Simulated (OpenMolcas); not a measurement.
# Exact exchange and the dipole moment of C2HF2Si

C2HF2Si has 6 atoms, charge 0, and is taken as a doublet. As SMILES, `[C]#C[SiH](F)F`. Geometry: relaxed at PBE0-D4/def2-TZVP.

The dipole moment y, in D, basis def2-SVPD; a is the functional's share of exact exchange. Programs: OpenMolcas 26.06.

| functional | program | a | y (D) |
| --- | --- | --- | --- |
| UBLYP | OpenMolcas | 0 | 1.37 |
| U-revPBE | OpenMolcas | 0 | 1.36 |
| UB3LYP | OpenMolcas | 0.2 | ? |
| UPBE0 | OpenMolcas | 0.25 | 1.56 |
| UBHLYP | OpenMolcas | 0.5 | 1.69 |

Problem. Fit y = c + s·a to the known rows and predict UB3LYP.

Solution. 
1. Means of the 4 rows: a = 0.1875, y = 1.495.
2. Σ(Δa)² = 0.17188, Σ(Δa·Δy) = 0.11375, so the slope is 0.11375/0.17188 = 0.6618.
3. Intercept: 1.495 − (0.6618) × 0.1875 = 1.371. The largest residual of the fit is 0.024.
4. UB3LYP: 1.371 + (0.6618) × 0.2 = 1.50 D.

The run gave 1.53 D, so the prediction is off by -0.03 D, more than the largest residual. More exact exchange makes the molecule more polar here.

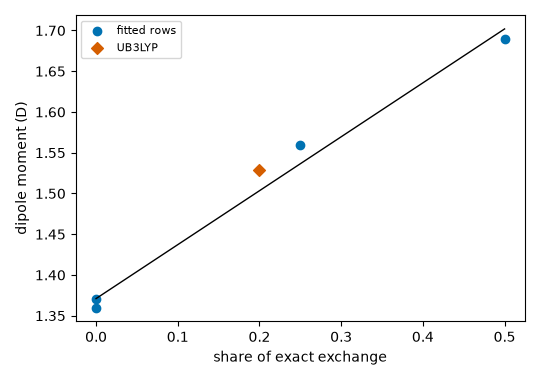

The fitted line, with the withheld row.
